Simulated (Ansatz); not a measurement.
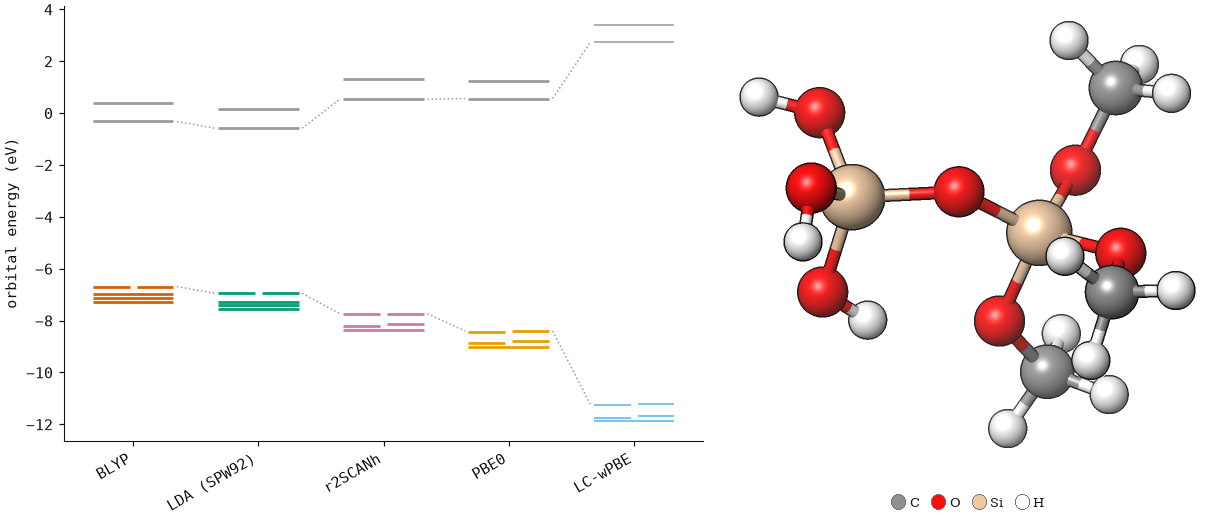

Frontier orbital energies of C₃H₁₂O₇Si₂, SMILES CO[Si](OC)(OC)O[Si](O)(O)O at one geometry, def2-TZVPP, the Ansatz code, at a PBE0-D4/def2-TZVP geometry (no frequency check). Empty levels are grey, levels within 0.1 eV stand side by side; all columns show the same few orbitals around the gap. Dotted lines join the HOMOs and the LUMOs.

### Compare the HOMO-LUMO separations.

The separation grows from 6.37 eV (BLYP) to 13.94 eV (LC-wPBE).

| level | HOMO (eV) | LUMO (eV) | separation (eV) |
| --- | --- | --- | --- |
| BLYP | −6.69 | −0.32 | 6.37 |
| LDA (SPW92) | −6.95 | −0.58 | 6.37 |
| r2SCANh | −7.73 | 0.53 | 8.27 |
| PBE0 | −8.40 | 0.56 | 8.96 |
| LC-wPBE | −11.21 | 2.73 | 13.94 |

Caveats, for all or some of the runs: empty levels above zero depend strongly on the basis; one conformer of a flexible molecule.
